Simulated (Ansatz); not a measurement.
# H2F (doublet): B3LYP, r2SCAN0, wB97X-V over a scan of the distance H1–H2 along a hydrogen transfer, 6-31G

How well do these functionals follow the top wave-function level for H2F (doublet) over a scan of the distance H1–H2 along a hydrogen transfer?

Method: 6-31G, all electrons in the functionals; program: Ansatz 0.2.0, Gaussian basis.

Plan: B3LYP, r2SCAN0, wB97X-V, at 0.693 Å; 0.745 Å; 0.815 Å; 0.885 Å; 0.955 Å; 1.026 Å; 1.096 Å; 1.166 Å; 1.236 Å.

8 further runs of the same task are left out: 1 for a mislabelled method, 6 that didn't finish, 1 set aside as unsound or not needed.

## 1. The system

The geometry derives from fragments relaxed apart (PBE0/def2-TZVP) and kept rigid, so it is no stationary point. A hydrogen atom is moved between rigid fragments.

3 atoms, charge 0, spin multiplicity 2.

Atoms are counted from 1 here; the program's logs count them from 0.

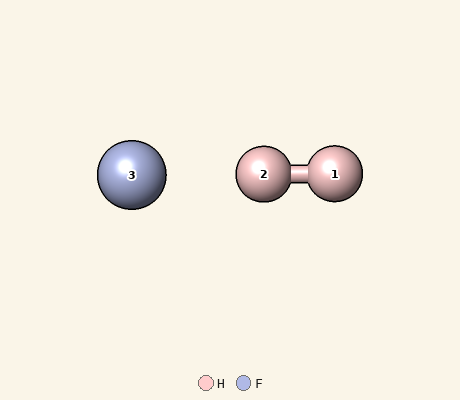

The geometry (hydrogen pink, fluorine light blue); atoms are numbered from 1 in the order of the file.

No dispersion term is added; wB97X-V holds VV10 nonlocal correlation. B3LYP takes the VWN-RPA correlation.

The geometry shown and the zero of energy belong to the point 0.745 Å. The yardstick, FCI, and other wave-function levels (R restricted, U unrestricted, valence and pair active spaces) come from earlier runs.

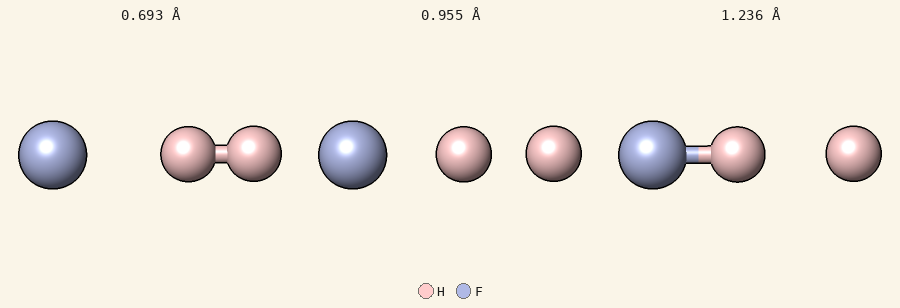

Three points of the scan; sticks are drawn by distance.

## 2. B3LYP, 0.693 Å

Contents of in.yaml:

```yaml
crystal:
  periodic: [false, false, false]
  atoms:
    - {symbol: H, position_ang: [0.000000, 0.000000, -0.943000]}
    - {symbol: H, position_ang: [0.000000, 0.000000, -0.250000]}
    - {symbol: F, position_ang: [0.000000, 0.000000, 1.193000]}
basis:
  gaussian: {orbitals: 6-31G}
magnetization: {spin_polarized: true, initial_magnetization: 1}
hamiltonian: {xc: {name: B3LYP}}
```

The run is started by

```
$ ansatz run in.yaml --threads 1 --pin off --events-out ev --progress --plain --max-ram 2393MiB
```

The program printed:

```text
Functional definition: B3LYP
  name "B3LYP"
  cite "Stephens, Devlin, Chabalowski & Frisch, J. Phys. Chem. 98, 11623 (1994) doi:10.1021/j100096a001"
  cite "Becke, Phys. Rev. A 38, 3098 (1988) doi:10.1103/PhysRevA.38.3098"
  cite "Lee, Yang & Parr, Phys. Rev. B 37, 785 (1988) doi:10.1103/PhysRevB.37.785"
  cite "Vosko, Wilk & Nusair, Can. J. Phys. 58, 1200 (1980) doi:10.1139/p80-159"
  parameter a0 = 0.2
  parameter ax = 0.72
  parameter ac = 0.81
  exchange = (1 - a0 - ax)*slater_x + ax*b88_x + a0*exact_x
  correlation = (1 - ac)*vwn_rpa_c + ac*lyp_c
139 factors; integrals over basis functions are off by at most 1.5e-3 eV
mean field evaluation 1: about -2744.9267 eV, gradient 9.2e0 eV
mean field evaluation 2: about -2744.8121 eV, gradient 1.2e1 eV
mean field evaluation 4: about -2745.2808 eV, gradient 9.2e-2 eV
mean field evaluation 8: about -2745.2763 eV, gradient 9.2e-4 eV
mean field evaluation 16: about -2745.2763 eV, gradient 1.1e-5 eV
mean field -2745.27631571 eV, -100.8870437873 hartree, gradient 1.1e-5 eV, S^2 0.753927; 1 other end points of the search recorded, 0 dependent functions left out
reference -2745.27640716 eV, -100.8870471480 hartree; 6, 5 occupied and 7, 8 virtual orbitals, 139 factors
Total energy: -2745.27640716 eV, -100.8870471480 hartree
```

It took 0.24 s on 1 thread of Arm Neoverse V2, shared host.

From the report: ⟨S²⟩ of the determinant 0.754 (pure doublet: 0.75).

## 3. B3LYP, 0.745 Å

Contents of in.yaml:

```yaml
crystal:
  periodic: [false, false, false]
  atoms:
    - {symbol: H, position_ang: [0.000000, 0.000000, -0.960333]}
    - {symbol: H, position_ang: [0.000000, 0.000000, -0.215333]}
    - {symbol: F, position_ang: [0.000000, 0.000000, 1.175667]}
basis:
  gaussian: {orbitals: 6-31G}
magnetization: {spin_polarized: true, initial_magnetization: 1}
hamiltonian: {xc: {name: B3LYP}}
```

Same command.

The program printed, shortened:

```text
Functional definition: B3LYP
  name "B3LYP"
  cite "Stephens, Devlin, Chabalowski & Frisch, J. Phys. Chem. 98, 11623 (1994) doi:10.1021/j100096a001"
  cite "Becke, Phys. Rev. A 38, 3098 (1988) doi:10.1103/PhysRevA.38.3098"
  cite "Lee, Yang & Parr, Phys. Rev. B 37, 785 (1988) doi:10.1103/PhysRevB.37.785"
  cite "Vosko, Wilk & Nusair, Can. J. Phys. 58, 1200 (1980) doi:10.1139/p80-159"
[...]
139 factors; integrals over basis functions are off by at most 1.4e-3 eV
[...]
mean field -2745.38575722 eV, -100.8910656887 hartree, gradient 1.5e-5 eV, S^2 0.755429; 1 other end points of the search recorded, 0 dependent functions left out
reference -2745.38585062 eV, -100.8910691208 hartree; 6, 5 occupied and 7, 8 virtual orbitals, 139 factors
Total energy: -2745.38585062 eV, -100.8910691208 hartree
```

Wall time 0.24 s (1 thread of Arm Neoverse V2, shared host).

From the report: ⟨S²⟩ of the determinant 0.755 (pure doublet: 0.75).

## 4. B3LYP, 0.815 Å

Contents of in.yaml:

```yaml
crystal:
  periodic: [false, false, false]
  atoms:
    - {symbol: H, position_ang: [0.000000, 0.000000, -0.983667]}
    - {symbol: H, position_ang: [0.000000, 0.000000, -0.168667]}
    - {symbol: F, position_ang: [0.000000, 0.000000, 1.152333]}
basis:
  gaussian: {orbitals: 6-31G}
magnetization: {spin_polarized: true, initial_magnetization: 1}
hamiltonian: {xc: {name: B3LYP}}
```

The command is unchanged.

The program printed, shortened:

```text
Functional definition: B3LYP
  name "B3LYP"
  cite "Stephens, Devlin, Chabalowski & Frisch, J. Phys. Chem. 98, 11623 (1994) doi:10.1021/j100096a001"
  cite "Becke, Phys. Rev. A 38, 3098 (1988) doi:10.1103/PhysRevA.38.3098"
  cite "Lee, Yang & Parr, Phys. Rev. B 37, 785 (1988) doi:10.1103/PhysRevB.37.785"
  cite "Vosko, Wilk & Nusair, Can. J. Phys. 58, 1200 (1980) doi:10.1139/p80-159"
[...]
139 factors; integrals over basis functions are off by at most 1.2e-3 eV
[...]
mean field -2745.42976896 eV, -100.8926830901 hartree, gradient 4.2e-5 eV, S^2 0.757817; 1 other end points of the search recorded, 0 dependent functions left out
reference -2745.42986537 eV, -100.8926866330 hartree; 6, 5 occupied and 7, 8 virtual orbitals, 139 factors
Total energy: -2745.42986537 eV, -100.8926866330 hartree
```

Wall time 0.24 s (1 thread of Arm Neoverse V2, shared host).

From the report: ⟨S²⟩ of the determinant 0.758 (pure doublet: 0.75).

From 0.745 Å: -4.2 kJ/mol.

## 5. B3LYP, 0.885 Å

Contents of in.yaml:

```yaml
crystal:
  periodic: [false, false, false]
  atoms:
    - {symbol: H, position_ang: [0.000000, 0.000000, -1.007000]}
    - {symbol: H, position_ang: [0.000000, 0.000000, -0.122000]}
    - {symbol: F, position_ang: [0.000000, 0.000000, 1.129000]}
basis:
  gaussian: {orbitals: 6-31G}
magnetization: {spin_polarized: true, initial_magnetization: 1}
hamiltonian: {xc: {name: B3LYP}}
```

The command is unchanged.

The program printed, shortened:

```text
Functional definition: B3LYP
  name "B3LYP"
  cite "Stephens, Devlin, Chabalowski & Frisch, J. Phys. Chem. 98, 11623 (1994) doi:10.1021/j100096a001"
  cite "Becke, Phys. Rev. A 38, 3098 (1988) doi:10.1103/PhysRevA.38.3098"
  cite "Lee, Yang & Parr, Phys. Rev. B 37, 785 (1988) doi:10.1103/PhysRevB.37.785"
  cite "Vosko, Wilk & Nusair, Can. J. Phys. 58, 1200 (1980) doi:10.1139/p80-159"
[...]
139 factors; integrals over basis functions are off by at most 1.0e-3 eV
[...]
mean field -2745.43209776 eV, -100.8927686719 hartree, gradient 3.0e-5 eV, S^2 0.759762; 1 other end points of the search recorded, 0 dependent functions left out
reference -2745.43219749 eV, -100.8927723370 hartree; 6, 5 occupied and 7, 8 virtual orbitals, 139 factors
Total energy: -2745.43219749 eV, -100.8927723370 hartree
```

It took 0.24 s on 1 thread of Arm Neoverse V2, shared host.

From the report: ⟨S²⟩ of the determinant 0.760 (pure doublet: 0.75).

From 0.745 Å: -4.5 kJ/mol.

## 6. B3LYP, 0.955 Å

Contents of in.yaml:

```yaml
crystal:
  periodic: [false, false, false]
  atoms:
    - {symbol: H, position_ang: [0.000000, 0.000000, -1.030333]}
    - {symbol: H, position_ang: [0.000000, 0.000000, -0.075333]}
    - {symbol: F, position_ang: [0.000000, 0.000000, 1.105667]}
basis:
  gaussian: {orbitals: 6-31G}
magnetization: {spin_polarized: true, initial_magnetization: 1}
hamiltonian: {xc: {name: B3LYP}}
```

The command is unchanged.

The program printed, shortened:

```text
Functional definition: B3LYP
  name "B3LYP"
  cite "Stephens, Devlin, Chabalowski & Frisch, J. Phys. Chem. 98, 11623 (1994) doi:10.1021/j100096a001"
  cite "Becke, Phys. Rev. A 38, 3098 (1988) doi:10.1103/PhysRevA.38.3098"
  cite "Lee, Yang & Parr, Phys. Rev. B 37, 785 (1988) doi:10.1103/PhysRevB.37.785"
  cite "Vosko, Wilk & Nusair, Can. J. Phys. 58, 1200 (1980) doi:10.1139/p80-159"
[...]
139 factors; integrals over basis functions are off by at most 8.6e-4 eV
[...]
mean field -2745.44953757 eV, -100.8934095732 hartree, gradient 3.4e-5 eV, S^2 0.759984; 0 other end points of the search recorded, 0 dependent functions left out
reference -2745.44964069 eV, -100.8934133627 hartree; 6, 5 occupied and 7, 8 virtual orbitals, 139 factors
Total energy: -2745.44964069 eV, -100.8934133627 hartree
```

Run time: 0.21 s. Hardware: 1 thread of Arm Neoverse V2, shared host.

From the report: ⟨S²⟩ of the determinant 0.760 (pure doublet: 0.75).

From 0.745 Å: -6.2 kJ/mol.

## 7. B3LYP, 1.026 Å

Contents of in.yaml:

```yaml
crystal:
  periodic: [false, false, false]
  atoms:
    - {symbol: H, position_ang: [0.000000, 0.000000, -1.054000]}
    - {symbol: H, position_ang: [0.000000, 0.000000, -0.028000]}
    - {symbol: F, position_ang: [0.000000, 0.000000, 1.082000]}
basis:
  gaussian: {orbitals: 6-31G}
magnetization: {spin_polarized: true, initial_magnetization: 1}
hamiltonian: {xc: {name: B3LYP}}
```

Launched as before.

The program printed, shortened:

```text
Functional definition: B3LYP
  name "B3LYP"
  cite "Stephens, Devlin, Chabalowski & Frisch, J. Phys. Chem. 98, 11623 (1994) doi:10.1021/j100096a001"
  cite "Becke, Phys. Rev. A 38, 3098 (1988) doi:10.1103/PhysRevA.38.3098"
  cite "Lee, Yang & Parr, Phys. Rev. B 37, 785 (1988) doi:10.1103/PhysRevB.37.785"
  cite "Vosko, Wilk & Nusair, Can. J. Phys. 58, 1200 (1980) doi:10.1139/p80-159"
[...]
139 factors; integrals over basis functions are off by at most 7.4e-4 eV
[...]
mean field -2745.50529877 eV, -100.8954587593 hartree, gradient 2.2e-5 eV, S^2 0.758088; 0 other end points of the search recorded, 0 dependent functions left out
reference -2745.50540499 eV, -100.8954626632 hartree; 6, 5 occupied and 7, 8 virtual orbitals, 139 factors
Total energy: -2745.50540499 eV, -100.8954626632 hartree
```

It took 0.21 s on 1 thread of Arm Neoverse V2, shared host.

From the report: ⟨S²⟩ of the determinant 0.758 (pure doublet: 0.75).

From 0.745 Å: -11.5 kJ/mol.

## 8. B3LYP, 1.096 Å

Contents of in.yaml:

```yaml
crystal:
  periodic: [false, false, false]
  atoms:
    - {symbol: H, position_ang: [0.000000, 0.000000, -1.077333]}
    - {symbol: H, position_ang: [0.000000, 0.000000, 0.018667]}
    - {symbol: F, position_ang: [0.000000, 0.000000, 1.058667]}
basis:
  gaussian: {orbitals: 6-31G}
magnetization: {spin_polarized: true, initial_magnetization: 1}
hamiltonian: {xc: {name: B3LYP}}
```

The command is unchanged.

The program printed, shortened:

```text
Functional definition: B3LYP
  name "B3LYP"
  cite "Stephens, Devlin, Chabalowski & Frisch, J. Phys. Chem. 98, 11623 (1994) doi:10.1021/j100096a001"
  cite "Becke, Phys. Rev. A 38, 3098 (1988) doi:10.1103/PhysRevA.38.3098"
  cite "Lee, Yang & Parr, Phys. Rev. B 37, 785 (1988) doi:10.1103/PhysRevB.37.785"
  cite "Vosko, Wilk & Nusair, Can. J. Phys. 58, 1200 (1980) doi:10.1139/p80-159"
[...]
139 factors; integrals over basis functions are off by at most 6.5e-4 eV
[...]
mean field -2745.57775443 eV, -100.8981214559 hartree, gradient 8.5e-5 eV, S^2 0.755309; 0 other end points of the search recorded, 0 dependent functions left out
reference -2745.57786316 eV, -100.8981254517 hartree; 6, 5 occupied and 7, 8 virtual orbitals, 139 factors
Total energy: -2745.57786316 eV, -100.8981254517 hartree
```

Run time: 0.21 s. Hardware: 1 thread of Arm Neoverse V2, shared host.

From the report: ⟨S²⟩ of the determinant 0.755 (pure doublet: 0.75).

From 0.745 Å: -18.5 kJ/mol.

## 9. B3LYP, 1.166 Å

Contents of in.yaml:

```yaml
crystal:
  periodic: [false, false, false]
  atoms:
    - {symbol: H, position_ang: [0.000000, 0.000000, -1.100667]}
    - {symbol: H, position_ang: [0.000000, 0.000000, 0.065333]}
    - {symbol: F, position_ang: [0.000000, 0.000000, 1.035333]}
basis:
  gaussian: {orbitals: 6-31G}
magnetization: {spin_polarized: true, initial_magnetization: 1}
hamiltonian: {xc: {name: B3LYP}}
```

The command is unchanged.

The program printed, shortened:

```text
Functional definition: B3LYP
  name "B3LYP"
  cite "Stephens, Devlin, Chabalowski & Frisch, J. Phys. Chem. 98, 11623 (1994) doi:10.1021/j100096a001"
  cite "Becke, Phys. Rev. A 38, 3098 (1988) doi:10.1103/PhysRevA.38.3098"
  cite "Lee, Yang & Parr, Phys. Rev. B 37, 785 (1988) doi:10.1103/PhysRevB.37.785"
  cite "Vosko, Wilk & Nusair, Can. J. Phys. 58, 1200 (1980) doi:10.1139/p80-159"
[...]
139 factors; integrals over basis functions are off by at most 5.7e-4 eV
[...]
mean field -2745.60437777 eV, -100.8990998457 hartree, gradient 6.5e-6 eV, S^2 0.752989; 0 other end points of the search recorded, 0 dependent functions left out
reference -2745.60448850 eV, -100.8991039148 hartree; 6, 5 occupied and 7, 8 virtual orbitals, 139 factors
Total energy: -2745.60448850 eV, -100.8991039148 hartree
```

Wall time 0.21 s (1 thread of Arm Neoverse V2, shared host).

From the report: ⟨S²⟩ of the determinant 0.753 (pure doublet: 0.75).

From 0.745 Å: -21.1 kJ/mol.

## 10. B3LYP, 1.236 Å

Contents of in.yaml:

```yaml
crystal:
  periodic: [false, false, false]
  atoms:
    - {symbol: H, position_ang: [0.000000, 0.000000, -1.124000]}
    - {symbol: H, position_ang: [0.000000, 0.000000, 0.112000]}
    - {symbol: F, position_ang: [0.000000, 0.000000, 1.012000]}
basis:
  gaussian: {orbitals: 6-31G}
magnetization: {spin_polarized: true, initial_magnetization: 1}
hamiltonian: {xc: {name: B3LYP}}
```

The command is unchanged.

The program printed, shortened:

```text
Functional definition: B3LYP
  name "B3LYP"
  cite "Stephens, Devlin, Chabalowski & Frisch, J. Phys. Chem. 98, 11623 (1994) doi:10.1021/j100096a001"
  cite "Becke, Phys. Rev. A 38, 3098 (1988) doi:10.1103/PhysRevA.38.3098"
  cite "Lee, Yang & Parr, Phys. Rev. B 37, 785 (1988) doi:10.1103/PhysRevB.37.785"
  cite "Vosko, Wilk & Nusair, Can. J. Phys. 58, 1200 (1980) doi:10.1139/p80-159"
[...]
139 factors; integrals over basis functions are off by at most 4.8e-4 eV
[...]
mean field -2745.48014408 eV, -100.8945343417 hartree, gradient 5.7e-5 eV, S^2 0.751552; 0 other end points of the search recorded, 0 dependent functions left out
reference -2745.48025640 eV, -100.8945384695 hartree; 6, 5 occupied and 7, 8 virtual orbitals, 139 factors
Total energy: -2745.48025640 eV, -100.8945384695 hartree
```

It took 0.21 s on 1 thread of Arm Neoverse V2, shared host.

From the report: ⟨S²⟩ of the determinant 0.752 (pure doublet: 0.75).

From 0.745 Å: -9.1 kJ/mol.

## 11. r2SCAN0, 0.693 Å

Contents of in.yaml:

```yaml
crystal:
  periodic: [false, false, false]
  atoms:
    - {symbol: H, position_ang: [0.000000, 0.000000, -0.943000]}
    - {symbol: H, position_ang: [0.000000, 0.000000, -0.250000]}
    - {symbol: F, position_ang: [0.000000, 0.000000, 1.193000]}
basis:
  gaussian: {orbitals: 6-31G}
magnetization: {spin_polarized: true, initial_magnetization: 1}
hamiltonian: {xc: {name: r2SCAN0}}
```

Same command.

The program printed, shortened:

```text
Functional definition: r2SCAN0
  name "r2SCAN0"
  cite "Bursch, Neugebauer, Ehlert & Grimme, J. Chem. Phys. 156, 134105 (2022) doi:10.1063/5.0086040"
  cite "Furness, Kaplan, Ning, Perdew & Sun, J. Phys. Chem. Lett. 11, 8208 (2020) doi:10.1021/acs.jpclett.0c02405"
  cite "Furness, Kaplan, Ning, Perdew & Sun, J. Phys. Chem. Lett. 11, 9248 (2020) doi:10.1021/acs.jpclett.0c03077"
  parent r2scan
[...]
139 factors; integrals over basis functions are off by at most 1.5e-3 eV
[...]
mean field -2743.64128076 eV, -100.8269573609 hartree, gradient 1.9e-5 eV, S^2 0.756475; 1 other end points of the search recorded, 0 dependent functions left out
reference -2743.64128336 eV, -100.8269574566 hartree; 6, 5 occupied and 7, 8 virtual orbitals, 139 factors
Total energy: -2743.64128336 eV, -100.8269574566 hartree
```

It took 0.66 s on 1 thread of Arm Neoverse V2, shared host.

From the report: ⟨S²⟩ of the determinant 0.756 (pure doublet: 0.75).

## 12. r2SCAN0, 0.745 Å

Contents of in.yaml:

```yaml
crystal:
  periodic: [false, false, false]
  atoms:
    - {symbol: H, position_ang: [0.000000, 0.000000, -0.960333]}
    - {symbol: H, position_ang: [0.000000, 0.000000, -0.215333]}
    - {symbol: F, position_ang: [0.000000, 0.000000, 1.175667]}
basis:
  gaussian: {orbitals: 6-31G}
magnetization: {spin_polarized: true, initial_magnetization: 1}
hamiltonian: {xc: {name: r2SCAN0}}
```

The command is unchanged.

The program printed, shortened:

```text
Functional definition: r2SCAN0
  name "r2SCAN0"
  cite "Bursch, Neugebauer, Ehlert & Grimme, J. Chem. Phys. 156, 134105 (2022) doi:10.1063/5.0086040"
  cite "Furness, Kaplan, Ning, Perdew & Sun, J. Phys. Chem. Lett. 11, 8208 (2020) doi:10.1021/acs.jpclett.0c02405"
  cite "Furness, Kaplan, Ning, Perdew & Sun, J. Phys. Chem. Lett. 11, 9248 (2020) doi:10.1021/acs.jpclett.0c03077"
  parent r2scan
[...]
139 factors; integrals over basis functions are off by at most 1.4e-3 eV
[...]
mean field -2743.72525706 eV, -100.8300434330 hartree, gradient 1.0e-5 eV, S^2 0.759376; 1 other end points of the search recorded, 0 dependent functions left out
reference -2743.72525969 eV, -100.8300435298 hartree; 6, 5 occupied and 7, 8 virtual orbitals, 139 factors
Total energy: -2743.72525969 eV, -100.8300435298 hartree
```

It took 0.63 s on 1 thread of Arm Neoverse V2, shared host.

From the report: ⟨S²⟩ of the determinant 0.759 (pure doublet: 0.75).

## 13. r2SCAN0, 0.815 Å

Contents of in.yaml:

```yaml
crystal:
  periodic: [false, false, false]
  atoms:
    - {symbol: H, position_ang: [0.000000, 0.000000, -0.983667]}
    - {symbol: H, position_ang: [0.000000, 0.000000, -0.168667]}
    - {symbol: F, position_ang: [0.000000, 0.000000, 1.152333]}
basis:
  gaussian: {orbitals: 6-31G}
magnetization: {spin_polarized: true, initial_magnetization: 1}
hamiltonian: {xc: {name: r2SCAN0}}
```

Same command.

The program printed, shortened:

```text
Functional definition: r2SCAN0
  name "r2SCAN0"
  cite "Bursch, Neugebauer, Ehlert & Grimme, J. Chem. Phys. 156, 134105 (2022) doi:10.1063/5.0086040"
  cite "Furness, Kaplan, Ning, Perdew & Sun, J. Phys. Chem. Lett. 11, 8208 (2020) doi:10.1021/acs.jpclett.0c02405"
  cite "Furness, Kaplan, Ning, Perdew & Sun, J. Phys. Chem. Lett. 11, 9248 (2020) doi:10.1021/acs.jpclett.0c03077"
  parent r2scan
[...]
139 factors; integrals over basis functions are off by at most 1.2e-3 eV
[...]
mean field -2743.74489990 eV, -100.8307652942 hartree, gradient 3.8e-5 eV, S^2 0.764236; 1 other end points of the search recorded, 0 dependent functions left out
reference -2743.74490256 eV, -100.8307653921 hartree; 6, 5 occupied and 7, 8 virtual orbitals, 139 factors
Total energy: -2743.74490256 eV, -100.8307653921 hartree
```

It took 0.6 s on 1 thread of Arm Neoverse V2, shared host.

From the report: ⟨S²⟩ of the determinant 0.764 (pure doublet: 0.75).

From 0.745 Å: -1.9 kJ/mol.

## 14. r2SCAN0, 0.885 Å

Contents of in.yaml:

```yaml
crystal:
  periodic: [false, false, false]
  atoms:
    - {symbol: H, position_ang: [0.000000, 0.000000, -1.007000]}
    - {symbol: H, position_ang: [0.000000, 0.000000, -0.122000]}
    - {symbol: F, position_ang: [0.000000, 0.000000, 1.129000]}
basis:
  gaussian: {orbitals: 6-31G}
magnetization: {spin_polarized: true, initial_magnetization: 1}
hamiltonian: {xc: {name: r2SCAN0}}
```

Launched as before.

The program printed, shortened:

```text
Functional definition: r2SCAN0
  name "r2SCAN0"
  cite "Bursch, Neugebauer, Ehlert & Grimme, J. Chem. Phys. 156, 134105 (2022) doi:10.1063/5.0086040"
  cite "Furness, Kaplan, Ning, Perdew & Sun, J. Phys. Chem. Lett. 11, 8208 (2020) doi:10.1021/acs.jpclett.0c02405"
  cite "Furness, Kaplan, Ning, Perdew & Sun, J. Phys. Chem. Lett. 11, 9248 (2020) doi:10.1021/acs.jpclett.0c03077"
  parent r2scan
[...]
139 factors; integrals over basis functions are off by at most 1.0e-3 eV
[...]
mean field -2743.74118319 eV, -100.8306287075 hartree, gradient 1.3e-5 eV, S^2 0.768238; 1 other end points of the search recorded, 0 dependent functions left out
reference -2743.74118586 eV, -100.8306288059 hartree; 6, 5 occupied and 7, 8 virtual orbitals, 139 factors
Total energy: -2743.74118586 eV, -100.8306288059 hartree
```

It took 0.6 s on 1 thread of Arm Neoverse V2, shared host.

From the report: ⟨S²⟩ of the determinant 0.768 (pure doublet: 0.75).

From 0.745 Å: -1.5 kJ/mol.

## 15. r2SCAN0, 0.955 Å

Contents of in.yaml:

```yaml
crystal:
  periodic: [false, false, false]
  atoms:
    - {symbol: H, position_ang: [0.000000, 0.000000, -1.030333]}
    - {symbol: H, position_ang: [0.000000, 0.000000, -0.075333]}
    - {symbol: F, position_ang: [0.000000, 0.000000, 1.105667]}
basis:
  gaussian: {orbitals: 6-31G}
magnetization: {spin_polarized: true, initial_magnetization: 1}
hamiltonian: {xc: {name: r2SCAN0}}
```

Same command.

The program printed, shortened:

```text
Functional definition: r2SCAN0
  name "r2SCAN0"
  cite "Bursch, Neugebauer, Ehlert & Grimme, J. Chem. Phys. 156, 134105 (2022) doi:10.1063/5.0086040"
  cite "Furness, Kaplan, Ning, Perdew & Sun, J. Phys. Chem. Lett. 11, 8208 (2020) doi:10.1021/acs.jpclett.0c02405"
  cite "Furness, Kaplan, Ning, Perdew & Sun, J. Phys. Chem. Lett. 11, 9248 (2020) doi:10.1021/acs.jpclett.0c03077"
  parent r2scan
[...]
139 factors; integrals over basis functions are off by at most 8.6e-4 eV
[...]
mean field -2743.77661750 eV, -100.8319308944 hartree, gradient 7.7e-5 eV, S^2 0.768136; 0 other end points of the search recorded, 0 dependent functions left out
reference -2743.77662017 eV, -100.8319309928 hartree; 6, 5 occupied and 7, 8 virtual orbitals, 139 factors
Total energy: -2743.77662017 eV, -100.8319309928 hartree
```

Wall time 0.6 s (1 thread of Arm Neoverse V2, shared host).

From the report: ⟨S²⟩ of the determinant 0.768 (pure doublet: 0.75).

From 0.745 Å: -5.0 kJ/mol.

(Part 1 of 2 ends here.)
